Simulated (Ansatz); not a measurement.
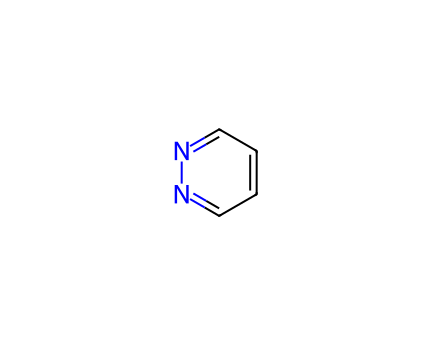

A structural formula.

**Give its SMILES.**

c1ccnnc1

**What is the molecular formula?**

C4H4N2.

**An optimisation with PBE0-D4/def2-TZVP gave a structure of which point group?**

C2v.

More results for the same structure follow; atom numbers are the same in all pictures, views and colours differ. Computed geometry: PBE0-D4/def2-TZVP optimisation.

### Electronic properties

Level of theory: RKS revPBE-D4/def2-TZVPP (Ansatz 0.2.0).

**What is the dispersion correction?**

−82.4 kJ/mol.

**What is the HOMO energy (Kohn–Sham orbital)?**

−5.16 eV.

**Estimate the LUMO energy (Kohn–Sham orbital).**

−2.37 eV.

### Dipole moment

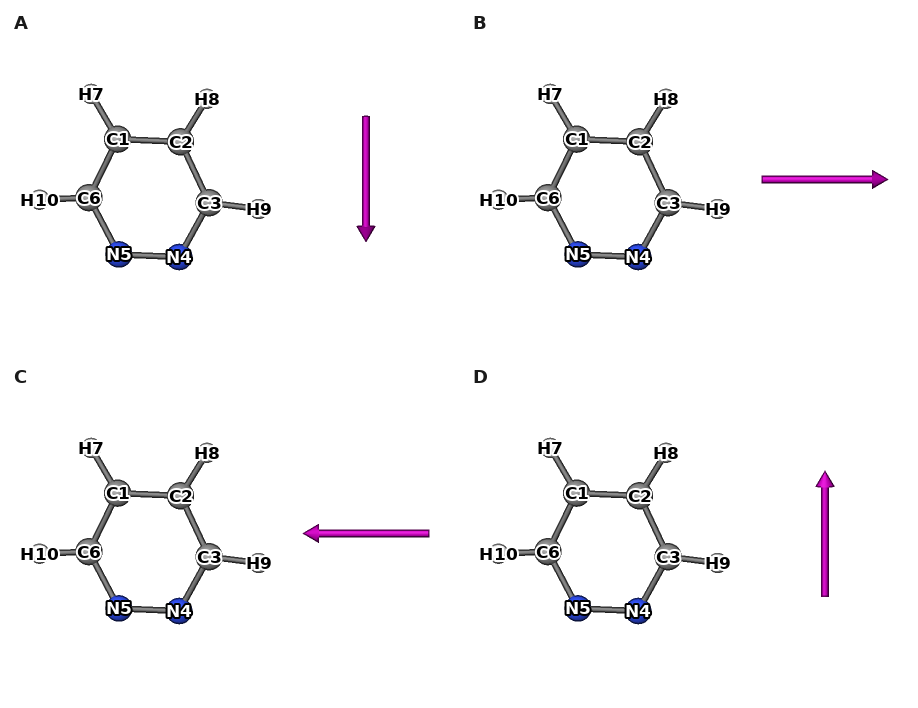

The same molecule four times, each with an arrow. Method: RKS PBE-D4/def2-TZVPP (Ansatz 0.2.0).

**Which arrow points along the dipole moment, from the negative to the positive end?**

D. The dipole moment is 4.04 D; it points from the side of N4, N5 to the side of H7, H8 (the outermost atoms at the two ends).

### Vibrations

Harmonic vibrations computed with RKS PBE0-D4/def2-TZVP (Ansatz 0.2.0) at a stationary point of the same level.

**List the wavenumbers.**

24 modes: 374, 376, 632, 681, 767, 788, 952, 991, 1024, 1041, 1063, 1095, 1111, 1176, 1221, 1320, 1449, 1496, 1634, 1637, 3187, 3192, 3207, 3220 cm⁻¹.
